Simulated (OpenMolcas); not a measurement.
Run report: COP (charge −1), energy and gradient calculation

System: COP, charge −1, SMILES [O-]C#P.
Method: B3LYP/6-31G*, RKS (OpenMolcas 26.06).

The geometry comes from this level: GFN2-xTB.

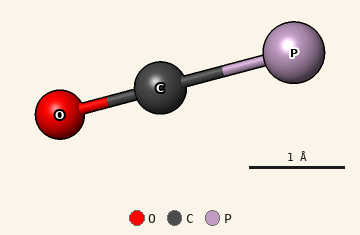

Fig. 1: The input geometry (ball-and-stick view, seen at a tilt). Bond lengths as drawn: C–O 1.19 Å and C–P 1.58 Å.

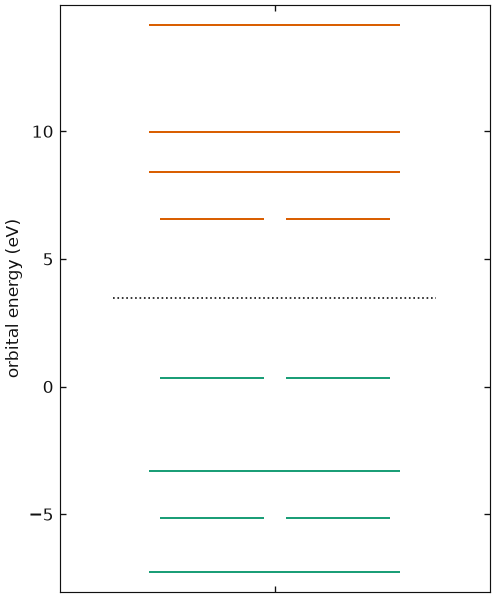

Fig. 2: Orbital energies near the frontier; the dotted line parts filled from empty levels, and levels within 0.02 eV of each other stand side by side. Highest filled 0.32 eV, lowest empty 6.58 eV, 6.26 eV apart.

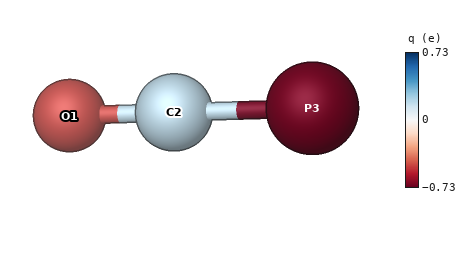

Fig. 3: Mulliken charges, as the colour of each atom (ball-and-stick view, seen at a tilt; atoms are numbered from 1 in the order of the input). By element: O −0.50, C +0.19 and P −0.70 e.

The input that produced these results follows, with the program's output.

### Input
```
* COP Kohn-Sham DFT

&GATEWAY
 BASLIB = $CurrDir
 COORD = struct.xyz
 BASIS = 6-31Gs
 GROUP = NoSym

&SEWARD
 GRIDINPUT
 Grid=UltraFine
 End of Grid

&SCF
 CHARGE = -1
 KSDFT = B3LYP
 THRESHOLDS = 1e-10 1e-07 1e-07 1e-05
 PRORBITALS = 0

&ALASKA
```

### File struct.xyz
```
3

O      0.777240     0.927660     0.529290
C      0.076510     0.090600     0.052160
P     -0.853750    -1.018250    -0.581450
```

Command:
```bash
export MOLCAS_MEM=1860
pymolcas job.input > job.log
```

### The program's output
```
--- Start Module: gateway ---

                                              &GATEWAY

                       available to each process: 1.9 GB of memory, 1 thread

 Basis Set     1 Label: O.6-31GS
 Basis set is read from library:.
 basistype.tbl is not found

 Basis Set     2 Label: C.6-31GS
 Basis set is read from library:.
 basistype.tbl is not found

 Basis Set     3 Label: P.6-31GS
 Basis set is read from library:.
 basistype.tbl is not found

++    Symmetry information:
      ---------------------

                    Character Table for C1

                             E
                    a        1  x, y, xy, Rz, z, xz, Ry, yz, Rx, I
--

++    Basis set information:
      ----------------------

      Basis set label: O.6-31GS.........

      Electronic valence basis set:
      ------------------
      Associated Effective Charge   8.000000 au
      Associated Actual Charge      8.000000 au
      Nuclear Model: Point charge

      Shell  nPrim  nBasis  Cartesian Spherical Contaminant
         s      10       3        X
         p       4       2        X
         d       1       1        X

      Basis set label: C.6-31GS.........

      Electronic valence basis set:
      ------------------
      Associated Effective Charge   6.000000 au
      Associated Actual Charge      6.000000 au
      Nuclear Model: Point charge

      Shell  nPrim  nBasis  Cartesian Spherical Contaminant
         s      10       3        X
         p       4       2        X
         d       1       1        X

      Basis set label: P.6-31GS.........

      Electronic valence basis set:
      ------------------
      Associated Effective Charge  15.000000 au
      Associated Actual Charge     15.000000 au
      Nuclear Model: Point charge

      Shell  nPrim  nBasis  Cartesian Spherical Contaminant
         s      16       4        X
         p      10       3        X
         d       1       1        X
--

++    Molecular structure info:
      -------------------------

                    ************************************************
                    **** Cartesian Coordinates / bohr, angstrom ****
                    ************************************************

     Center  Label                x              y              z                     x              y              z
        1      O1               1.468771       1.753023       1.000213              0.777240       0.927660       0.529290
        2      C2               0.144583       0.171209       0.098568              0.076510       0.090600       0.052160
        3      P3              -1.613354      -1.924214      -1.098781             -0.853750      -1.018250      -0.581450

                    ***************************************
                    *    InterNuclear Distances / bohr    *
                    ***************************************

               1 O1            2 C2            3 P3
    1 O1       0.000000
    2 C2       2.251349        0.000000
    3 P3       5.237112        2.985763        0.000000

                    *******************************************
                    *    InterNuclear Distances / angstrom    *
                    *******************************************

               1 O1            2 C2            3 P3
    1 O1       0.000000
    2 C2       1.191363        0.000000
    3 P3       2.771360        1.579998        0.000000

                    **************************************
                    *    Valence Bond Angles / degree    *
                    **************************************
                          Atom centers                 Phi
                      1 O1       2 C2       3 P3       179.94
--

            Nuclear Potential Energy             74.37698589 au

--- Stop Module: gateway /rc=_RC_ALL_IS_WELL_ ---

--- Start Module: seward ---

                                              &SEWARD

                       available to each process: 1.9 GB of memory, 1 thread

               SEWARD will generate:
                  Multipole Moment integrals up to order  2
                  Kinetic Energy integrals
                  Nuclear Attraction integrals (point charge)
                  One-Electron Hamiltonian integrals
                  Velocity integrals
                  Orbital angular momentum around ( -0.4196  -0.5004  -0.2858 )
                  Velocity quadrupole around ( -0.4196  -0.5004  -0.2858 )
                  Two-Electron Repulsion integrals

                   Integrals are discarded if absolute value <: 1.00E-14
                   Integral cutoff threshold is set to       <: 1.00E-16

            Nuclear Potential Energy             74.37698589 au

      Basis set specifications :
      Symmetry species         a
      Basis functions           49

--- Stop Module: seward /rc=_RC_ALL_IS_WELL_ ---

--- Start Module: scf ---

                                                &SCF

                       available to each process: 1.9 GB of memory, 1 thread

 ###############################################################################
 ###     Minimized-density-differences option turned off!                    ###
 ###############################################################################
++    Input section:
      --------------

      Header of the integral files:

      Cartesian coordinates in angstrom:
      -----------------------------------------------------
      No.  Label        X            Y            Z
      -----------------------------------------------------
       1   O1         0.77724000   0.92766000   0.52929000
       2   C2         0.07651000   0.09060000   0.05216000
       3   P3        -0.85375000  -1.01825000  -0.58145000
      -----------------------------------------------------
      Nuclear repulsion energy =   74.37698589
--

++    Orbital specifications:
      -----------------------

      Symmetry species               1
                                     a
      Frozen orbitals                0
      Aufbau                        15
      Start temperature = 0.500
      End temperature   = 0.010
      Temperature Factor= 0.460
      Deleted orbitals               0
      Total number of orbitals      49
      Number of basis functions     49
--

      Molecular charge                          -1.000

      Numerical integration parameters
      --------------------------------
      Radial quadrature type:                         MHL
      Size of radial grid:                            99
      Lebedev angular grid:                           41
      Angular grid pruned with the crowding factor:  1.00E+10
                                 and fading factor:  1.00E+01
      Screening threshold for integral computation:   1.00E-11
      Radial quadrature accuracy:                     1.00E-25
      Maximum batch size:                             128
      AO values are stored on disk
      The same grid will be used for all iterations.

      DFT functional specifications
      -----------------------------
      Using Libxc version: 6.2.2
      Please cite the following reference:
      S. Lehtola, C. Steigemann, M. J.T. Oliveira, and M. A.L. Marques.,  SoftwareX 7, 1–5 (2018) doi:10.1016/j.softx.2017.11.002

      * B3LYP

++    Optimization specifications:
      ----------------------------

      SCF Algorithm: Conventional
      D(i)-D(i-1) density differences are used
      Number of density matrices in core                 5
      Maximum number of NDDO SCF iterations            400
      Maximum number of HF SCF iterations              400
      Threshold for SCF energy change             1.00E-10
      Threshold for density matrix                1.00E-07
      Threshold for Fock matrix                   1.00E-07
      Threshold for linear dependence             1.00E-09
      Threshold at which DIIS is turned on        1.50E-01
      Maximum depth in the DIIS procedure                5
      Maximum depth in the BFGS Hessian update          30
      Threshold at which QNR/C2DIIS is turned on  7.50E-02
      Threshold for Norm(delta) (QNR/C2DIIS)      1.00E-05
      All orbitals punched on: SCFORB
--

      Input vectors read from INPORB
      Orbital file label: *Guess orbitals

++ Convergence information
                                   B3LYP      iterations: Energy and convergence statistics

Iter     Tot. B3LYP      One-elec.       Two-elec.     Energy      Max Dij or  Max Fij      DNorm      TNorm      AccCon     Time
         Energy          Energy          Energy        Change      Delta Norm                                                in Sec.
   1  -451.871846488  -812.121950765   285.873118383   0.00E+00    8.94E-02*   1.04E+00*    8.61E+00   1.80E+02   None         0.
   2  -451.911908934  -801.782812018   275.493917191  -4.01E-02*   1.98E-01*   1.59E-01*    1.28E+01   1.73E+02   EDIIS        0.
   3  -453.551226979  -814.356676455   286.428463583  -1.64E+00*   7.21E-01*   3.28E-01*    5.08E+00   1.81E+02   EDIIS        0.
   4  -448.711969126  -802.280190516   279.191235498   4.84E+00*   2.72E-01*   1.80E-01*    1.16E+01   1.72E+02   EDIIS        0.
   5  -454.309927001  -809.777405559   281.090492665  -5.60E+00*   6.91E-01*   1.61E-01*    5.71E+00   1.76E+02   EDIIS        0.
   6  -454.019023649  -815.486713384   287.090703843   2.91E-01*   7.52E-02*   7.25E-02*    2.82E+00   1.81E+02   EDIIS        0.
   7  -454.700437831  -812.060783988   282.983360264  -6.81E-01*   2.07E-01*   2.42E-02*    6.93E-01   1.78E+02   EDIIS        0.
   8  -454.674557109  -811.283281757   282.231738755   2.59E-02*   5.93E-02*   1.41E-02*    6.24E-01   1.78E+02   EDIIS        0.
   9  -454.702496997  -811.762181866   282.682698976  -2.79E-02*   2.21E-02*   6.96E-03*    2.25E-01   1.78E+02   EDIIS        0.
  10  -454.704737385  -812.019998010   282.938274732  -2.24E-03*   2.20E-02*   3.73E-03*    6.77E-02   1.78E+02   EDIIS        0.

       Fermi aufbau procedure completed!
      nOcc=   15

  11  -454.704726259  -811.859100833   282.777388681   1.11E-05*   9.10E-04*   1.86E-03*    5.66E-02   1.78E+02   c2DIIS       0.
  12  -454.705035727  -811.937318050   282.855296430  -3.09E-04*   1.64E-03*   4.15E-04*    4.63E-03   1.78E+02   QNRc2DIIS    0.
  13  -454.705032717  -811.937119103   282.855100493   3.01E-06*   1.07E-03*   8.25E-04*    5.66E-03   1.78E+02   QNRc2DIIS    0.
  14  -454.705036771  -811.937510108   282.855487445  -4.05E-06*   6.95E-05*   3.25E-05*    3.51E-03   1.78E+02   QNRc2DIIS    0.
  15  -454.705036778  -811.937836029   282.855813358  -7.06E-09*   1.76E-05*   7.61E-06*    2.75E-04   1.78E+02   QNRc2DIIS    0.
  16  -454.705036778  -811.937644738   282.855622067  -7.45E-10*   1.37E-06    5.43E-07*    8.71E-05   1.78E+02   QNRc2DIIS    0.
  17  -454.705036778  -811.937650553   282.855627881  -5.23E-12    2.29E-07    1.11E-07*    6.23E-06   1.78E+02   QNRc2DIIS    0.
  18  -454.705036778  -811.937649691   282.855627019   2.27E-13*   4.27E-08    1.60E-08     1.13E-06   1.78E+02   QNRc2DIIS    0.
  19  -454.705036778  -811.937650352   282.855627681   3.41E-13*   1.25E-08    5.34E-09     2.25E-07   1.78E+02   QNRc2DIIS    0.
  20  -454.705036778  -811.937650035   282.855627363   0.00E+00    1.79E-09    7.10E-10     7.73E-08   1.78E+02   QNRc2DIIS    0.

       Convergence after  20 Iterations
--

 *****************************************************************************************************************************
 *                                             SCF/KS-DFT Program, Final results                                             *
 *                                                       Final Results                                                       *
 *****************************************************************************************************************************

::    Total KS-DFT energy                            -454.7050367784
      One-electron energy                            -811.9376500349
      Two-electron energy                             282.8556273634
      Nuclear repulsion energy                         74.3769858931
      Kinetic energy (interpolated)                   452.7545463222
      Virial theorem                                    1.0043080527
      Total spin, S(S+1)                                0.0000000000
      Total spin, S                                     0.0000000000
      Max non-diagonal density matrix element           0.0000000015
      Max non-diagonal Fock matrix element              0.0000000003

      No orbitals printed

++    Molecular charges:
      ------------------

      Mulliken charges per centre
      ---------------------------

                O1      C2      P3
      Total    8.4960  5.8072 15.6968

      N-E     -0.4960  0.1928 -0.6968

      Total electronic charge=   30.000000

      Total            charge=   -1.000000
--

++    Molecular properties:
      ---------------------

      Charge (e):
                      =   -1.0000
      Dipole Moment (debye):
      Origin of the operator (angstrom)=   -0.2220   -0.2648   -0.1512
                   X=  6.6120E-01               Y=  7.8833E-01               Z=  4.5034E-01           Total=  1.1231E+00
      Center of Charge (angstrom)
                     X=   -0.35970580               Y=   -0.42891094               Z=   -0.24498722
      Quadrupole Moment (debye*angstrom):
      Origin of the operator (angstrom)=   -0.2220   -0.2648   -0.1512
                  XX= -3.0834E+01              XY= -3.7589E+00              XZ= -2.1443E+00              YY= -3.2173E+01
                  YZ= -2.5597E+00              ZZ= -2.9146E+01
      In traceless form (debye*angstrom)
                  XX= -1.7529E-01              XY= -5.6383E+00              XZ= -3.2165E+00              YY= -2.1824E+00
                  YZ= -3.8395E+00              ZZ=  2.3577E+00
--

--- Stop Module: scf /rc=_RC_ALL_IS_WELL_ ---
--- Module scf spent 6 seconds ---

--- Start Module: alaska ---

                                              &ALASKA

                       available to each process: 1.9 GB of memory, 1 thread

                     Threshold for contributions to the gradient: 1.000E-07

                    ********************************************
                    * Symmetry Adapted Cartesian Displacements *
                    ********************************************

           Irreducible representation : a
           Basis function(s) of irrep: x, y, xy, Rz, z, xz, Ry, yz, Rx, I

 Basis Label        Type   Center Phase
   1   O1           x         1     1
   2   O1           y         1     1
   3   O1           z         1     1
   4   C2           x         2     1
   5   C2           y         2     1
   6   C2           z         2     1
   7   P3           x         3     1
   8   P3           y         3     1
   9   P3           z         3     1

                     No automatic utilization of translational and rotational invariance of the energy is employed.

 Rotational correction to the DFT gradient is turned off due to close-to-degeneracy problems!

 DFT contribution computed for a moving grid.

 Conventional ERI gradients!

 **************************************************
 *              Molecular gradients               *
 **************************************************

  Irreducible representation: a
 ------------------------------------------------------------------------------------------
                              X                       Y                       Z
 ------------------------------------------------------------------------------------------
  O1               -1.80461358344992E-02   -2.14439470235526E-02   -1.22967587384366E-02
  C2               -9.64781176351748E-03   -1.16519078980046E-02   -6.55904973610000E-03
  P3                2.76939475980083E-02    3.30958549215374E-02    1.88558084745161E-02
 ------------------------------------------------------------------------------------------

--- Stop Module: alaska /rc=_RC_ALL_IS_WELL_ ---
--- Module alaska spent 1 second ---

.##################.
.# Happy landing! #.
.##################.

    Timing: Wall=8.06 User=6.99 System=1.06
```

### Results in brief

```tsv
quantity	value
outcome	converged
total energy	−454.705037 hartree
basis functions	49
largest force	2.422 eV/Å
HOMO	0.32 eV
LUMO	6.58 eV
hardware	1 thread of Arm Neoverse V2, 24 GiB of memory available, shared host
wall time	8.4 s
peak memory	0.38 GiB
```
